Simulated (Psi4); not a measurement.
**PH (SMILES [PH]): UCAM-B3LYP/6-311++G(3df,3pd) (sweep point 9)**

What is the energy change on altering one bond length of PH at UCAM-B3LYP/6-311++G(3df,3pd) (sweep point 9)? The job is set up through a Python script.

Program for the calculation: Psi4 1.11.

### Step 1. The structure to begin with

PH: 2 atoms, total charge 0, spin state triplet. As SMILES, `[PH]`. Geometry: relaxed at GFN2-xTB.

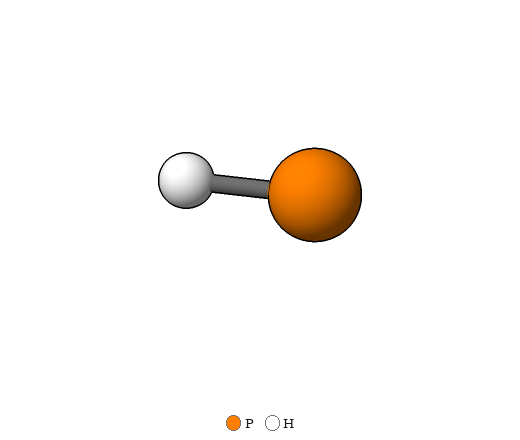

Viewed from a chosen angle; phosphorus orange, hydrogen white.

### Step 2. The energy at UCAM-B3LYP/6-311++G(3df,3pd) (sweep point 9)

The input, hp.py:

```python
import psi4

psi4.set_memory(1600000000)
psi4.set_num_threads(1)
psi4.set_output_file('hp.out', False)

molecule = psi4.geometry("""
0 3
P      0.000000     0.000000     0.000000
H      0.000000     0.000000     1.399070
symmetry c1
""")

psi4.set_options({
    'basis': '6-311++G(3df,3pd)',
    'reference': 'uks',
    'puream': True,
    'scf_type': 'pk',
    'dft_radial_points': 99,
    'dft_spherical_points': 590,
    'maxiter': 150,
})

E = psi4.energy('cam-b3lyp')
print(f'total energy {E:.8f} hartree = {E * 27.211386:.5f} eV')
```

Launch:

```sh
python hp.py
```

hp.out:

```text
[...]
  Running in c1 symmetry.
[...]
  Nuclear repulsion =    5.673524669995068
[...]
  Multiplicity = 3
[...]
  Nalpha       = 9
  Nbeta        = 7
[...]
    Number of basis functions: 65
[...]
   @UKS iter   1:  -341.87426955678086   -4.48323e-01   5.12402e-03 DIIS/ADIIS
[...]
   @UKS iter   8:  -341.89326465889212   -1.76260e-08   3.02456e-07 DIIS
[...]
   @S^2 Observed:                2.006762021E+00
[...]
    Orbital Energies [Eh]
    ---------------------
    Alpha Occupied:
       1A    -77.144636     2A     -6.642243     3A     -4.807671
       4A     -4.807671     5A     -4.799220     6A     -0.706604
       7A     -0.413083     8A     -0.315876     9A     -0.315876
    Alpha Virtual:
      10A      0.024487    11A      0.060273    12A      0.066797
      13A      0.066797    14A      0.074616    15A      0.139465
      16A      0.208159    17A      0.208159    18A      0.215214
      19A      0.215214    20A      0.298967    21A      0.306598
      22A      0.328889    23A      0.328889    24A      0.517599
      25A      0.517599    26A      0.519411    27A      0.644160
[...]
  @UKS Final Energy:  -341.89326465889212
   => Energetics <=
    Nuclear Repulsion Energy =              5.6735246699950679
    One-Electron Energy =                -483.6098375708792787
    Two-Electron Energy =                 153.9828934586340949
    DFT Exchange-Correlation Energy =     -17.9398452166420341
    Empirical Dispersion Energy =           0.0000000000000000
    VV10 Nonlocal Energy =                  0.0000000000000000
    Total Energy =                       -341.8932646588921784
[...]
 Multipole Moments:
 ------------------------------------------------------------------------------------
     Multipole            Electronic (a.u.)      Nuclear  (a.u.)        Total (a.u.)
 ------------------------------------------------------------------------------------
 L = 1.  Multiply by 2.5417464519 to convert [e a0] to [Debye]
 Dipole X            :         -0.0000000            0.0000000           -0.0000000
 Dipole Y            :         -0.0000000            0.0000000           -0.0000000
 Dipole Z            :         -1.1309660            1.3108184            0.1798524
 Magnitude           :                                                    0.1798524
[...]
```

Standard output:

```text
total energy -341.89326466 hartree = -9303.38960 eV
```

Wall time 3.6 s (1 thread of AMD EPYC 9R45 (Zen 5), shared host); peak memory 0.45 GiB.

### Step 3. The distorted shape

The input, calc.py:

```python
import psi4

psi4.set_memory(1600000000)
psi4.set_num_threads(1)
psi4.core.set_output_file('psi4.out', False)

molecule = psi4.geometry("""
0 3
P      0.000000     0.000000    -0.279830
H      0.000000     0.000000     1.399070
symmetry c1
""")

psi4.set_options({
    'basis': '6-311++G(3df,3pd)',
    'reference': 'uks',
    'puream': True,
    'scf_type': 'pk',
    'dft_radial_points': 99,
    'dft_spherical_points': 590,
    'maxiter': 150,
})

e_tot = psi4.energy('CAM-B3LYP')
print(f'total energy {e_tot:.8f} hartree = {e_tot * 27.211386:.5f} eV')
```

Launch:

```sh
python calc.py
```

psi4.out:

```text
[...]
  Running in c1 symmetry.
[...]
  Nuclear repulsion =    4.727892167520400
[...]
  Multiplicity = 3
[...]
  Nalpha       = 9
  Nbeta        = 7
[...]
    Number of basis functions: 65
[...]
   @UKS iter   1:  -341.85830164200598   -5.13816e-01   4.97110e-03 DIIS/ADIIS
[...]
   @UKS iter   9:  -341.87649422830492   -2.82535e-08   2.28708e-07 DIIS
[...]
   @S^2 Observed:                2.007405852E+00
[...]
    Orbital Energies [Eh]
    ---------------------
    Alpha Occupied:
       1A    -77.163298     2A     -6.656922     3A     -4.822141
       4A     -4.822141     5A     -4.815216     6A     -0.684438
       7A     -0.391431     8A     -0.318580     9A     -0.318580
    Alpha Virtual:
      10A      0.005093    11A      0.058867    12A      0.064045
      13A      0.066111    14A      0.066111    15A      0.114718
      16A      0.204754    17A      0.204754    18A      0.213548
      19A      0.213548    20A      0.299979    21A      0.314015
      22A      0.328725    23A      0.328725    24A      0.478619
      25A      0.478619    26A      0.493695    27A      0.595302
[...]
  @UKS Final Energy:  -341.87649422830492
   => Energetics <=
    Nuclear Repulsion Energy =              4.7278921675204000
    One-Electron Energy =                -481.6441121626747304
    Two-Electron Energy =                 152.9302073136885269
    DFT Exchange-Correlation Energy =     -17.8904815468390908
    Empirical Dispersion Energy =           0.0000000000000000
    VV10 Nonlocal Energy =                  0.0000000000000000
    Total Energy =                       -341.8764942283049209
[...]
 Multipole Moments:
 ------------------------------------------------------------------------------------
     Multipole            Electronic (a.u.)      Nuclear  (a.u.)        Total (a.u.)
 ------------------------------------------------------------------------------------
 L = 1.  Multiply by 2.5417464519 to convert [e a0] to [Debye]
 Dipole X            :         -0.0000000            0.0000000           -0.0000000
 Dipole Y            :         -0.0000000            0.0000000           -0.0000000
 Dipole Z            :         -1.5447750            1.5729971            0.0282221
 Magnitude           :                                                    0.0282221
[...]
```

The script printed:

```text
total energy -341.87649423 hartree = -9302.93325 eV
```

Wall time 3.6 s (1 thread of AMD EPYC 9R45 (Zen 5), shared host); peak memory 0.45 GiB.

### Step 4. What came out

At UCAM-B3LYP/6-311++G(3df,3pd) (sweep point 9):

```
                                                         quantity          value
                                        first shape: total energy  -341.89326 Eh
                                       first shape: dipole moment         0.46 D
                  first shape: HOMO energy (highest over α and β)       -8.60 eV
                   first shape: LUMO energy (lowest over α and β)       -2.01 eV
                                                first shape: ⟨S²⟩          2.007
                                    distorted shape: total energy  -341.87649 Eh
                                   distorted shape: dipole moment         0.07 D
              distorted shape: HOMO energy (highest over α and β)       -8.67 eV
               distorted shape: LUMO energy (lowest over α and β)       -2.05 eV
                                            distorted shape: ⟨S²⟩          2.007
energy change with the P1–H2 bond stretched from 1.399 to 1.679 Å       0.456 eV
```

With the P1–H2 bond stretched from 1.399 to 1.679 Å the energy rises by 0.46 eV (44.0 kJ/mol). The first shape isn't relaxed at this level, so the change isn't measured from a minimum.
